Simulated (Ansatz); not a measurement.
Base system: MoS$_{2}$ (space group P6_3/mmc, No. 194; a = 3.1493 Å, c = 12.0895 Å; layered, stacked along the Cartesian z axis).

Modification: an isotropic linear strain of +2.40 %; the atoms relax in the strained cell.

Calculations: Ansatz (a first-principles code), PBE-D3(BJ), PAW, cutoff 420 eV, scalar-relativistic without spin-orbit coupling.

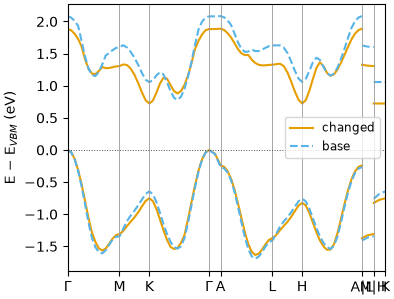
Fig. 1. Highest valence and lowest conduction band along the path, each from its own valence-band maximum

### Question
Read the changed gap and its character from the plot.

### Answer
About 0.72 eV, indirect, Γ → K.

Stability against distortions was not tested.
